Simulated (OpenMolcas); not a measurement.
# Run report: InH₃O₂, excited-state calculation (part 3 of 3)

InH₃O₂; CASPT2/def2-TZVP (OpenMolcas 26.06). The run did not end well. The geometry comes from this level: GFN2-xTB. The settings of this run were made unusual or wrong on purpose.

Geometry of the input (Å):
```
O  -0.9796  -1.0488  0.3729
In 0.0122  0.4010  -0.4577
O  1.5896  0.6975  0.6138
H  -1.7573  -1.4035  -0.0508
H  -0.4036  1.2654  -1.8319
H  1.5388  0.0883  1.3536
```

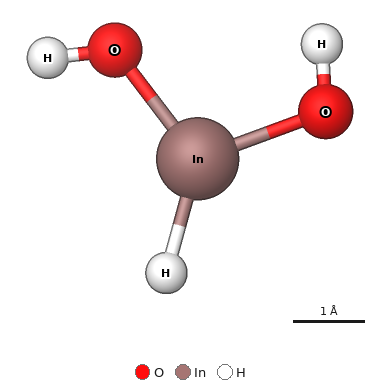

The input geometry (ball-and-stick view, seen on its broad side). Sticks mark near contacts.

What the run reported:

| quantity | value |
| --- | --- |
| outcome | ended with an error |
| basis functions | 130 |
| hardware | 1 thread of Arm Neoverse V1, 24 GiB of memory available, shared host |
| wall time | 21 s |
| peak memory | 0.18 GiB |

Diagnosis:

Some settings of this run were drawn to be unusual or wrong (shift set to -0.5 (from default)). The run ended with an error.
